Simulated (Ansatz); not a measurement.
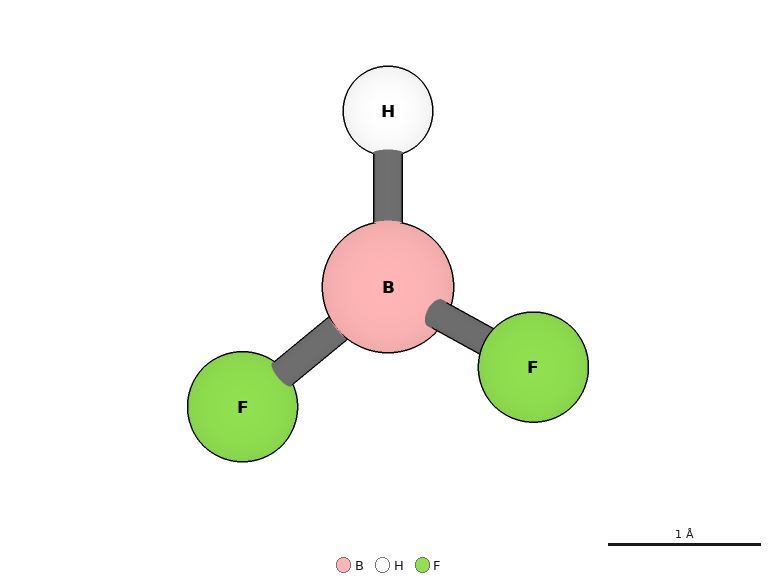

The picture shows a molecular structure as a ball-and-stick model.

The computed structure is the end point of a PBE0-D4/def2-TZVP optimisation.

What does the picture show?

It has 4 atoms: 1 boron, 2 fluorine and 1 hydrogen (BF₂H). This geometry has C2v symmetry. All atoms lie on one plane. Coordination: 1 B trigonal planar.

More results for the same structure follow; atom numbers are the same in all pictures, views and colours differ.

**Thermal motion**

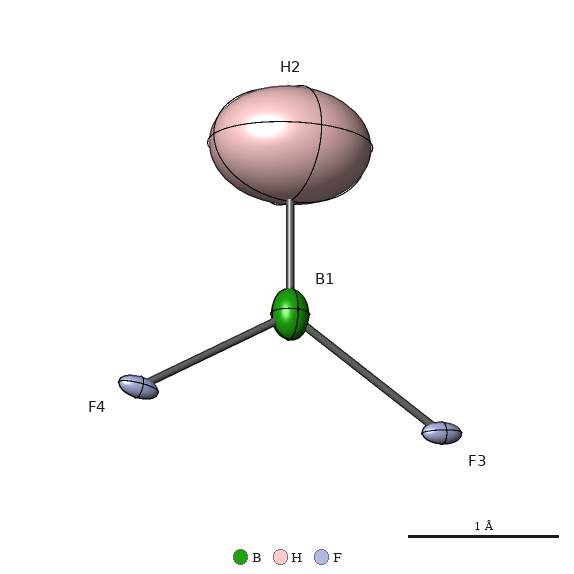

Displacement ellipsoids at the 50 % level, enlarged 3 times, from the internal vibrations of the free molecule (harmonic, no overall translation or rotation; no half-axis is drawn under 0.075 Å). Vibrations computed with RKS PBE0-D4/def2-TZVP (Ansatz 0.2.0). Temperature: 400 K.

> Which atom moves most?

H2, with U_eq = 0.0109 Å².

> Does H2 move more along its bond or across it?

Across it: the root-mean-square amplitude is 0.085 Å along the bond and up to 0.121 Å across, since bending and torsion are softer than stretching.

Give the displacement parameters, one line for each set of equivalent atoms.

| atom | U_eq (Å²) | rms amplitudes (Å) |
| --- | --- | --- |
| B1 | 0.0010 | 0.027, 0.028, 0.038 |
| H2 | 0.0109 | 0.085, 0.104, 0.121 |
| F3, F4 | 0.00039 | 0.005, 0.013, 0.031 |

**Electronic properties**

Level of theory: RKS PBE0-D4/def2-TZVP (Ansatz 0.2.0).

> Estimate the harmonic zero-point energy.

47.1 kJ/mol.

> Give the dipole moment at this level.

0.89 D.

**Charges**

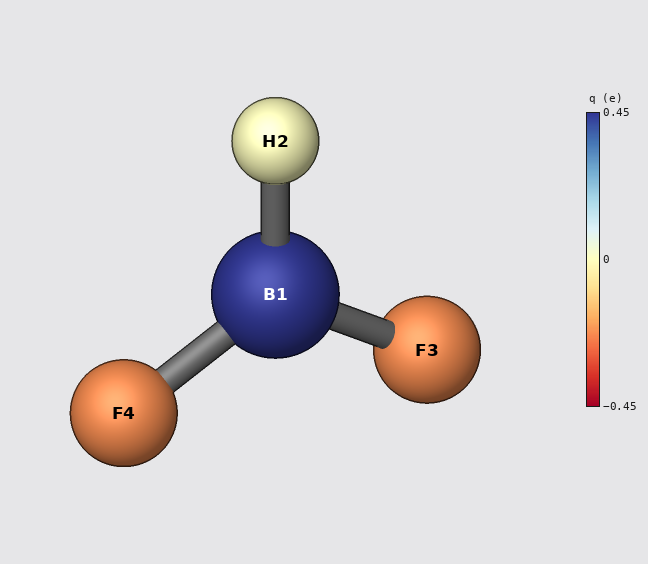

Atoms are coloured by their Mulliken charges. Properties computed with RKS PBE0-D4/def2-TZVP (Ansatz 0.2.0).

List the Mulliken charges.

```
atom  value (e)
  B1       0.44
  H2       0.00
  F3      −0.22
  F4      −0.22
```

Mulliken values depend strongly on the basis set and can even reverse the polarity of a bond.
